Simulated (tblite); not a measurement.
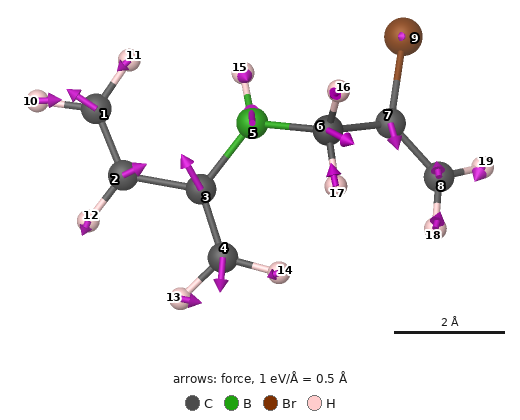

Starting geometry of C7H10BBr with the computed forces as purple arrows. Style: ball-and-stick. Shown face on.

All numbers below come from GFN2-xTB geometry optimisation, gas phase (tblite). 

Is this structure relaxed? If not, where do the atoms go?

It isn't relaxed: the largest force vector, on B5, is 1.81 eV/Å. The final displacements have little in common with the starting forces (cosine between the two patterns 0.09). The atom that moves furthest after the best rigid fit is H15 (1.16 Å). By element the largest moves are H 1.16 Å, Br 0.91 Å, B 0.77 Å, C 0.53 Å. Some distances before and after: B5–H15 1.208 → 1.171 Å, C1–H10 1.109 → 1.077 Å, C6–H17 1.124 → 1.093 Å, B5–C6 1.556 → 1.584 Å. Bond angles that change, for instance: B5–C6–H16 115.2° → 105.8°, C6–C7–Br9 120.8° → 114.2°, C3–C4–H13 115.6° → 122.1°. The energy falls by 42.9 kJ/mol in 169 geometry steps. Cost: 4.5 s on 1 thread of Intel(R) Xeon(R) Processor @ 2.50GHz, on a shared host.
